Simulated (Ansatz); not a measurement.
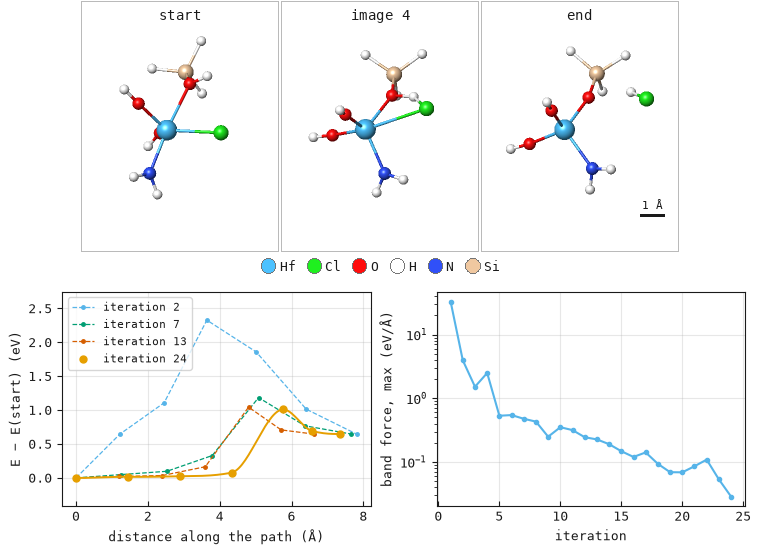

A nudged-elastic-band calculation for HfSiNH$_{8}$O$_{3}$Cl. Images are numbered from 0 (start) to 6 (end). The plot follows the band through its iterations. The picture is a ball-and-stick view, seen from a free direction.

Theory: RHF/def2-SVP (Ansatz). Set-up: 5 movable images; climbing image; force threshold 0.05 eV/Å; iteration limit 60; starting path through a guess of the saddle point.

### How did the profile develop, and is the result final?

The result is final at these settings. The band converged in 24 iterations. The largest component of the band force went from 33 to 0.029 eV/Å. The climbing image converged on the top of the path. Its vibrational analysis gives one imaginary mode (1083i cm⁻¹), as a transition state must have. The first iteration put the highest image at 7.65 eV. The energy climbs by 1.01 eV to image 4 and then falls by 0.36 eV, so the end point sits at +0.65 eV.

Limits of the set-up: Hartree-Fock leaves out electron correlation.
